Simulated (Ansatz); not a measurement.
**C3H12GaN (SMILES C[Ga-](C)(C)[NH3+]) at CAM-B3LYP/6-31G(d) (spherical functions)**

Aim: the electronic atomisation energy of C3H12GaN at CAM-B3LYP/6-31G* (spherical functions), from 5 runs. 

Program for the calculation: Ansatz 0.2.0.

39 further runs of the same task are left out: 2 that didn't finish, 37 set aside as unsound or not needed.

### 1 The system as given

C3H12GaN: 17 atoms, total charge 0, spin state singlet. As SMILES, `C[Ga-](C)(C)[NH3+]`. The coordinates come from a PBE0-D4/def2-TZVP relaxation.

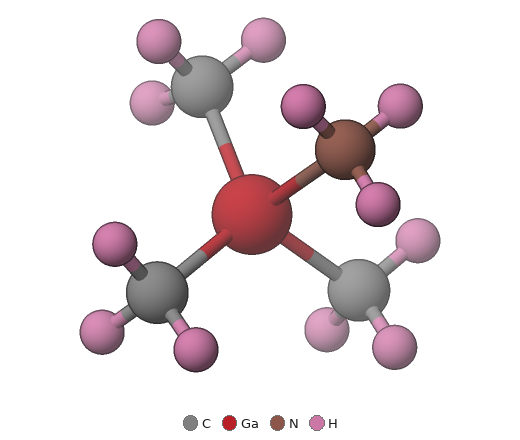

Viewed from a chosen angle; carbon grey, gallium red, nitrogen brown, hydrogen pink.

### 2 The energy at CAM-B3LYP/6-31G(d) (spherical functions)

job.yaml reads:

```yaml
crystal:
  periodic: [false, false, false]
  atoms:
    - symbol: C
      position_ang: [-0.724690, 0.767350, -1.780960]
    - symbol: Ga
      position_ang: [0.155500, -0.156590, -0.247090]
    - symbol: C
      position_ang: [2.027140, 0.365110, 0.206730]
    - symbol: C
      position_ang: [-0.422310, -2.018890, 0.176160]
    - symbol: "N"
      position_ang: [-0.870130, 0.876400, 1.382070]
    - symbol: H
      position_ang: [-0.337770, 0.382760, -2.729300]
    - symbol: H
      position_ang: [-0.538820, 1.845740, -1.776900]
    - symbol: H
      position_ang: [-1.807520, 0.609810, -1.793330]
    - symbol: H
      position_ang: [2.328700, 0.007070, 1.195860]
    - symbol: H
      position_ang: [2.727720, -0.067300, -0.513810]
    - symbol: H
      position_ang: [2.173270, 1.449260, 0.179340]
    - symbol: H
      position_ang: [-0.082930, -2.343380, 1.164610]
    - symbol: H
      position_ang: [-0.002060, -2.721570, -0.549520]
    - symbol: H
      position_ang: [-1.509750, -2.134500, 0.136040]
    - symbol: H
      position_ang: [-0.554260, 0.531670, 2.281190]
    - symbol: H
      position_ang: [-1.871800, 0.734050, 1.323650]
    - symbol: H
      position_ang: [-0.690280, 1.873060, 1.345280]
basis:
  gaussian: {orbitals: 6-31G_st_-spherical.json}
magnetization: {spin_polarized: false}
hamiltonian: {xc: {name: CAM-B3LYP}}
accuracy: high
output: {orbitals: {seedname: orbitals}}
```

The basis set 6-31G* is read from a file made from the Basis Set Exchange's data (not shown).

Launch:

```console
ansatz run job.yaml --threads 1 --pin off --max-ram 3480MiB --events-out events.jsonl --progress --plain --runs-dir runs
```

Standard output:

```text
Warning: RAYON_NUM_THREADS=1 ignored (pool sized by the plan → 1); use --threads N
Functional definition: CAM-B3LYP
  name "CAM-B3LYP"
  parameter alpha = 0.19
  parameter beta = 0.46
  parameter omega = 0.33/bohr
  parameter ac = 0.81
  exchange = (1 - alpha - beta)*b88_x + beta*b88_x_sr(omega) + alpha*exact_x + beta*exact_x_lr(omega)
  correlation = (1 - ac)*vwn5_c + ac*lyp_c
2790 factors; integrals over basis functions are off by at most 7.7e-9 eV
580 factors; integrals over basis functions are off by at most 2.1e-9 eV
mean field evaluation 1: about -57157.2899 eV, gradient 7.1e1 eV
mean field evaluation 2: about -57158.9775 eV, gradient 6.5e1 eV
mean field evaluation 4: about -57168.0617 eV, gradient 1.4e0 eV
mean field evaluation 8: about -57168.3066 eV, gradient 7.0e-2 eV
mean field evaluation 16: about -57168.3067 eV, gradient 8.8e-6 eV
mean field -57168.30666005 eV, -2100.8965196868 hartree, gradient 1.9e-8 eV, S^2 0.000000; 0 other end points of the search recorded, 0 dependent functions left out
reference -57168.30668536 eV, -2100.8965206168 hartree; 34, 34 occupied and 78, 78 virtual orbitals, 2790 factors
Total energy: -57168.30668536 eV, -2100.8965206168 hartree
```

Run time: 24 s. Hardware: 1 thread of Arm Neoverse V1, shared host; peak memory 0.62 GiB.

### 3 The C atom, same level

job.yaml reads:

```yaml
crystal:
  periodic: [false, false, false]
  atoms:
    - symbol: C
      position_ang: [0.000000, 0.000000, 0.000000]
basis:
  gaussian:
    orbitals: 6-31G_st_-spherical.json
hamiltonian:
  xc: {name: CAM-B3LYP}
magnetization:
  spin_polarized: true
  initial_magnetization: 2
accuracy: high
```

The basis set 6-31G* is read from a file made from the Basis Set Exchange's data (not shown).

Run the same way, it converges to -37.82190 Eh (log not shown).

### 4 The Ga atom, same level

run.yaml reads:

```yaml
crystal:
  periodic: [false, false, false]
  atoms:
    - {symbol: Ga, position_ang: [0.000000, 0.000000, 0.000000]}
basis:
  gaussian: {orbitals: 6-31G_st_-spherical.json}
magnetization: {spin_polarized: true, initial_magnetization: 1}
hamiltonian: {xc: {name: CAM-B3LYP}}
accuracy: high
```

The basis set 6-31G* is read from a file made from the Basis Set Exchange's data (not shown).

Run the same way, it converges to -1924.65149 Eh (log not shown).

### 5 The H atom at the same level

job.yaml reads:

```yaml
crystal:
  periodic: [false, false, false]
  atoms:
    - {symbol: H, position_ang: [0.000000, 0.000000, 0.000000]}
basis:
  gaussian:
    orbitals: "6-31G*"
magnetization:
  spin_polarized: true
  initial_magnetization: 1
hamiltonian:
  xc: {name: CAM-B3LYP}
accuracy: high
```

Launch:

```console
ansatz run job.yaml --threads 1 --pin off --max-ram 3480MiB --events-out events.jsonl --progress --plain --runs-dir runs
```

Standard output, shortened:

```text
Warning: RAYON_NUM_THREADS=1 ignored (pool sized by the plan → 1); use --threads N
[... 8 set-up lines as earlier in the session ...]
3 factors; integrals over basis functions are off by at most 5.4e-10 eV
3 factors; integrals over basis functions are off by at most 7.4e-10 eV
mean field evaluation 1: about -13.5153 eV, gradient 6.7e-1 eV
mean field evaluation 2: about -13.5194 eV, gradient 9.5e-2 eV
mean field evaluation 4: about -13.5193 eV, gradient 1.1e-4 eV
mean field evaluation 8: about -13.5193 eV, gradient 2.3e-10 eV
mean field -13.51934691 eV, -0.4968268353 hartree, gradient 1.6e-9 eV, S^2 0.750000; 0 other end points of the search recorded, 0 dependent functions left out
reference -13.51935546 eV, -0.4968271494 hartree; 1, 0 occupied and 1, 2 virtual orbitals, 3 factors
Total energy: -13.51935546 eV, -0.4968271494 hartree
```

Run time: 0.18 s. Hardware: 1 thread of Arm Neoverse V1, shared host.

### 6 The N atom, same level

job.yaml reads:

```yaml
crystal:
  periodic: [false, false, false]
  atoms:
    - {symbol: "N", position_ang: [0.000000, 0.000000, 0.000000]}
basis:
  gaussian: {orbitals: 6-31G_st_-spherical.json}
magnetization: {spin_polarized: true, initial_magnetization: 3}
hamiltonian: {xc: {name: CAM-B3LYP}}
accuracy: high
```

The basis set 6-31G* is read from a file made from the Basis Set Exchange's data (not shown).

Run the same way, it converges to -54.56131 Eh (log not shown).

### 7 Results

At CAM-B3LYP/6-31G* (spherical functions):

```
                     quantity           value
       molecule: total energy  -2100.89652 Eh
        molecule: HOMO energy        -7.76 eV
        molecule: LUMO energy         1.64 eV
      molecule: HOMO–LUMO gap         9.40 eV
         C atom: total energy    -37.82190 Eh
                 C atom: ⟨S²⟩           2.002
        Ga atom: total energy  -1924.65149 Eh
                Ga atom: ⟨S²⟩           0.752
         H atom: total energy     -0.49683 Eh
                 H atom: ⟨S²⟩           0.750
         N atom: total energy    -54.56131 Eh
                 N atom: ⟨S²⟩           3.752
electronic atomisation energy       61.391 eV
```

What this shows: Taking the molecule apart into free atoms costs 61.39 eV (1416 kcal/mol), before zero-point energy and without spin-orbit coupling.
